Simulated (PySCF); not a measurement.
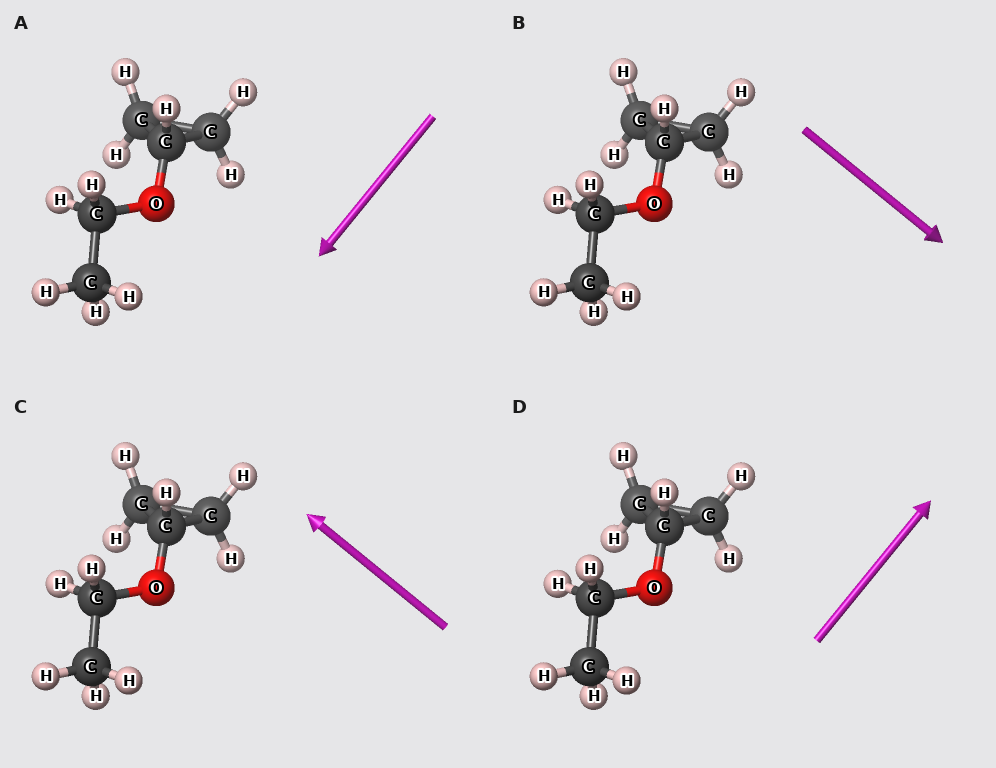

The same molecule four times, each with an arrow. The computed structure is the end point of a PBE0-D3(BJ)/def2-SVP optimisation. No frequency run is at hand to confirm it as a minimum. Level of theory: CAM-B3LYP/def2-SVPD, gas phase (PySCF 2.14.0).

> Which arrow points along the dipole moment, from the negative to the positive end?

C. The dipole moment is 1.19 D.
